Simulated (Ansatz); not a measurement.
Consider B₃H₉.

Input

```
crystal:
  periodic: [false, false, false]
  atoms:
    - {symbol: B, position_ang: [0.112440, 0.772773, -0.786817]}
    - {symbol: H, position_ang: [1.090355, 1.445896, -0.695463]}
    - {symbol: H, position_ang: [-0.620192, 1.023329, -1.719734]}
    - {symbol: H, position_ang: [-0.915787, 1.012483, -0.002228]}
    - {symbol: B, position_ang: [-0.437026, 0.279626, 0.979765]}
    - {symbol: H, position_ang: [-1.580082, 0.160627, 1.365849]}
    - {symbol: H, position_ang: [0.328133, 0.763284, 1.753313]}
    - {symbol: H, position_ang: [-0.431971, -1.022559, 0.798028]}
    - {symbol: B, position_ang: [0.516112, -0.976679, -0.112344]}
    - {symbol: H, position_ang: [1.654668, -0.993920, 0.235876]}
    - {symbol: H, position_ang: [0.073358, -2.020839, -0.540903]}
    - {symbol: H, position_ang: [0.209994, -0.444011, -1.275331]}
basis:
  gaussian: {orbitals: def2-TZVP, initial_orbitals: start.molden}
hamiltonian: {xc: pbe0, dispersion: d4}
scf: {omitted_lower_state_checks: [starts]}
output: {orbitals: {seedname: orbitals}}
```

Run with:

```sh
ansatz run in.yaml --threads 4 --pin off --events-out ev --progress --plain --max-ram 3916MiB
```

Geometry: PBE-D4/def2-TZVP.

Computed with Ansatz 0.2.0, RKS PBE0-D4/def2-TZVP.

What can the converged electron density and electron localisation function tell about the bonding?

B–H (1.19 Å): ρ at the midpoint is about 1.3 e/Å³; the ELF climbs to about 1 towards the hydrogen, as it does in any bond to H (a covalent bond by its length).

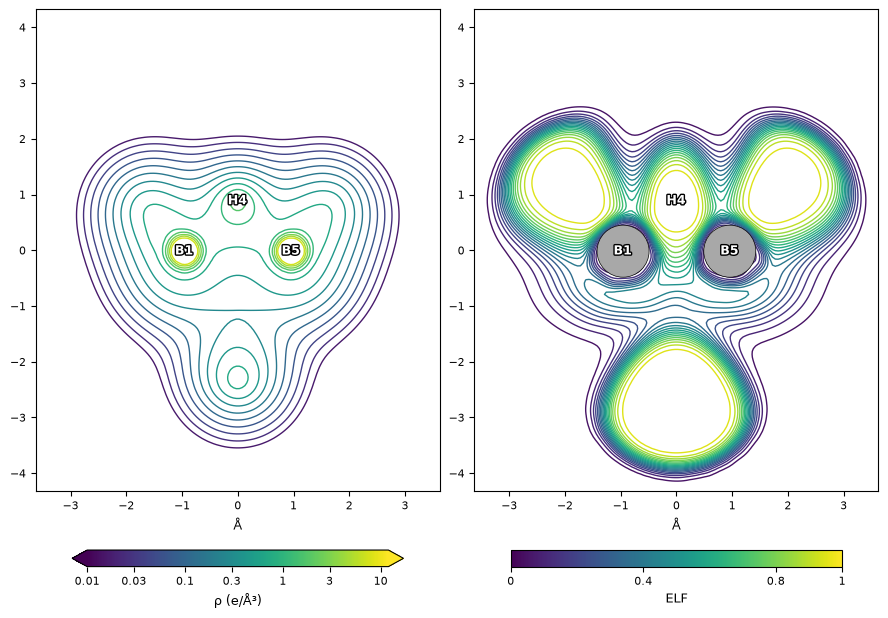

Computed electron density and electron localisation function on the plane of atoms B1, H4 and B5, in this order. Grey discs cover the atomic cores in the ELF map. 
